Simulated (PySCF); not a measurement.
**C2H7NSi (SMILES NC1C[SiH2]1) at 5 levels**

We compute a comparison of 5 runs (TPSSh/6-31G, B3LYP/6-31G*, PBE0/def2-SVP, B2PLYP/aug-cc-pVDZ) of C2H7NSi. 

The calculation is run with PySCF 2.14.0.

## 1. The molecule

C2H7NSi: 11 atoms, total charge 0, spin state singlet. SMILES: `NC1C[SiH2]1`. Geometry: relaxed at PBE0-D4/def2-TZVP. This is one conformer, not always the lowest.

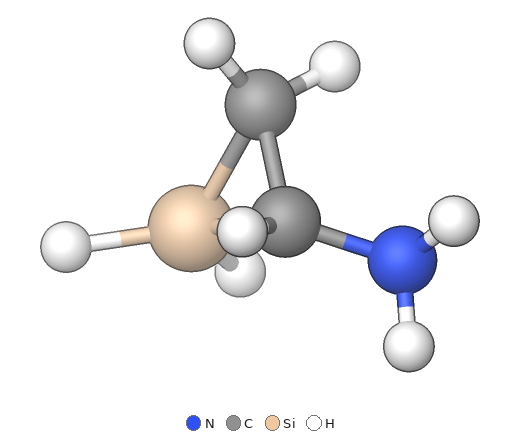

The structure, seen from a chosen angle (nitrogen blue, carbon grey, silicon light orange, hydrogen white).

## 2. Energy and forces at TPSSh/6-31G (run 1)

File calc.py:

```python
# NC1C[SiH2]1
import pyscf.grad
from pyscf import gto, dft

system = gto.Mole()
system.atom = [
    ('N', (-1.337200, 0.826100, -0.314200)),
    ('C', (0.048100, 0.587400, -0.015100)),
    ('C', (0.296100, -0.519700, 1.025200)),
    ('Si', (0.845000, -0.955900, -0.685100)),
    ('H', (-1.450400, 1.288300, -1.206000)),
    ('H', (-1.774000, 1.401500, 0.397500)),
    ('H', (0.701400, 1.454200, 0.118600)),
    ('H', (1.025100, -0.311700, 1.801300)),
    ('H', (-0.607900, -0.997000, 1.390600)),
    ('H', (2.288700, -0.939900, -1.005500)),
    ('H', (0.030300, -1.890100, -1.486800)),
]
system.basis = '6-31g'
system.verbose = 4
system.charge = 0
system.max_memory = 1860
system.build()

calc0 = dft.RKS(system)
calc0.xc = 'tpssh'
calc0.conv_tol = 1e-10
calc0.grids.level = 5
calc0.kernel()
if not calc0.converged:
    calc0 = calc0.newton().run(calc0.mo_coeff, calc0.mo_occ)

energy = calc0.e_tot
print(f'total energy: {energy:.8f} hartree')
grad = calc0.Gradients().kernel()
calc0.analyze()
```

Run with:

```
$ OMP_NUM_THREADS=1 python calc.py
```

What it wrote:

```text
PySCF version 2.14.0

[... 96 lines left out ...]
Two-electron Energy =                  321.170389063129051
[... 9 lines left out ...]
MO #6   energy= -3.56602393303739  occ= 2
[... 7 lines left out ...]
MO #14  energy= -0.457616321751854 occ= 2
[... 7 lines left out ...]
MO #22  energy= 0.0693152432121427 occ= 0
[... 7 lines left out ...]
MO #30  energy= 0.222244118230958  occ= 0
[... 7 lines left out ...]
MO #38  energy= 0.634769122487665  occ= 0
[... 7 lines left out ...]
MO #46  energy= 0.947891096320206  occ= 0
[... 7 lines left out ...]
MO #54  energy= 1.49824750026375   occ= 0
[... 68 lines left out ...]
Dipole moment(X, Y, Z, Debye):  0.19118,  1.62545,  0.20221
```

Run time: 54 s. Hardware: 1 thread of Intel Xeon at 2.50GHz (Skylake/Cascade Lake), shared host; peak memory 0.56 GiB.

## 3. Energy and forces at B3LYP/6-31G(d) (spherical functions) (run 2)

File job.py:

```python
import pyscf.grad
from pyscf import gto, dft

mol = gto.Mole()
mol.atom = '''
N   -1.337200   0.826100  -0.314200
C    0.048100   0.587400  -0.015100
C    0.296100  -0.519700   1.025200
Si   0.845000  -0.955900  -0.685100
H   -1.450400   1.288300  -1.206000
H   -1.774000   1.401500   0.397500
H    0.701400   1.454200   0.118600
H    1.025100  -0.311700   1.801300
H   -0.607900  -0.997000   1.390600
H    2.288700  -0.939900  -1.005500
H    0.030300  -1.890100  -1.486800
'''
mol.verbose = 4
mol.max_memory = 1860
mol.basis = '6-31g*'
mol.build()

mf = dft.RKS(mol)
mf.xc = 'b3lyp'
mf.conv_tol = 1e-10
mf.grids.level = 5
mf.kernel()
if not mf.converged:
    mf = mf.newton().run(mf.mo_coeff, mf.mo_occ)

e_tot = mf.e_tot
print('E = %.10f Eh' % e_tot)
grad = mf.Gradients().kernel()
mf.analyze()
```

Run with:

```
$ OMP_NUM_THREADS=1 python job.py
```

What it wrote:

```text
PySCF version 2.14.0

[... 79 lines left out ...]
converged SCF energy = -424.605361184095
[... 25 lines left out ...]
MO #4   energy= -10.1631241918041  occ= 2
[... 9 lines left out ...]
MO #14  energy= -0.471647869694073 occ= 2
[... 9 lines left out ...]
MO #24  energy= 0.0949506287827004 occ= 0
[... 9 lines left out ...]
MO #34  energy= 0.335900389363202  occ= 0
[... 9 lines left out ...]
MO #44  energy= 0.747518908931376  occ= 0
[... 9 lines left out ...]
MO #54  energy= 1.07883567729823   occ= 0
[... 9 lines left out ...]
MO #64  energy= 1.93776837218636   occ= 0
[... 9 lines left out ...]
MO #74  energy= 2.72936084012375   occ= 0
[... 88 lines left out ...]
Dipole moment(X, Y, Z, Debye):  0.08935,  1.40060,  0.13702
```

Wall time 53 s (1 thread of Intel Xeon at 2.50GHz (Skylake/Cascade Lake), shared host); peak memory 0.76 GiB.

Runs 3 to 4 aren't shown in full; the table further down has their settings and results.

## 4. A single-point energy at B2PLYP/aug-cc-pVDZ (run 5)

File job.py:

```python
# NC1C[SiH2]1
from pyscf import gto, dft, mp

mol = gto.Mole()
mol.atom = '''
N     -2.526942     1.561103    -0.593752
C      0.090896     1.110025    -0.028535
C      0.559548    -0.982091     1.937347
Si     1.596819    -1.806389    -1.294651
H     -2.740859     2.434534    -2.279010
H     -3.352374     2.648451     0.751166
H      1.325454     2.748040     0.224122
H      1.937158    -0.589028     3.403964
H     -1.148765    -1.884057     2.627853
H      4.325016    -1.776154    -1.900120
H      0.057259    -3.571771    -2.809645
'''
mol.basis = 'aug-cc-pvdz'
mol.unit = 'bohr'
mol.spin = 0
mol.verbose = 3
mol.max_memory = 1860
mol.charge = 0
mol.build()

mf = dft.RKS(mol, xc='0.53*HF + 0.47*B88, 0.73*LYP')
mf.grids.level = 5
mf.conv_tol = 1e-10
mf.kernel()
if not mf.converged:
    mf = mf.newton().run(mf.mo_coeff, mf.mo_occ)

pt = mp.MP2(mf, frozen=8).run()
e_tot = mf.e_tot + 0.27 * pt.e_corr
print('PT2 part  %.8f' % (0.27 * pt.e_corr))
print('E(%s) = %.9f' % ('B2PLYP', e_tot))
dip = mf.dip_moment()
pop, q = mf.mulliken_pop()
```

Run with:

```
$ OMP_NUM_THREADS=1 python job.py
```

What it wrote:

```text
converged SCF energy = -424.159386063508
[... 4 lines left out ...]
Dipole moment(X, Y, Z, Debye):  0.32898,  1.10286, -0.01771
[... 171 lines left out ...]
charge of   10H =      0.29156
```

Wall time 95 s (1 thread of Intel Xeon at 2.50GHz (Skylake/Cascade Lake), shared host); peak memory 1.2 GiB.

## 5. The series

```csv
run,level,Cartesian functions,task,energy (Eh),dipole moment (D),HOMO energy (eV),LUMO energy (eV),wall time
1,TPSSh/6-31G,no,gradient,-424.547921,1.65,-5.37,0.56,54 s
2,B3LYP/6-31G* (spherical functions),no,gradient,-424.605361,1.41,-5.86,0.62,53 s
3,B3LYP/6-31G* (Cartesian functions),yes,gradient,-424.609547,1.41,-5.86,0.62,53 s
4,PBE0/def2-SVP,no,gradient,-424.141152,1.29,-6.21,0.82,73 s
5,B2PLYP/aug-cc-pVDZ,no,energy,-424.352198,1.15,-7.37,0.32,95 s
```

## 6. What came out

```
                                  quantity          value
                       run 5: total energy  -424.35220 Eh
           run 5: dipole moment (SCF part)         1.15 D
  run 5: HOMO energy (SCF part's orbitals)       -7.37 eV
  run 5: LUMO energy (SCF part's orbitals)        0.32 eV
run 5: HOMO–LUMO gap (SCF part's orbitals)        7.69 eV
```

What this shows: The dipole moment (its size) runs from 1.15 D (B2PLYP/aug-cc-pVDZ) to 1.65 D (TPSSh/6-31G). The two ends differ in method and basis. A double hybrid's value is that of its SCF part. The HOMO–LUMO gap runs from 5.93 eV (TPSSh/6-31G) to 7.69 eV (B2PLYP/aug-cc-pVDZ). Totals of different functionals can't be ranked against each other. All runs together took 5.5 min, the longest 95 s.
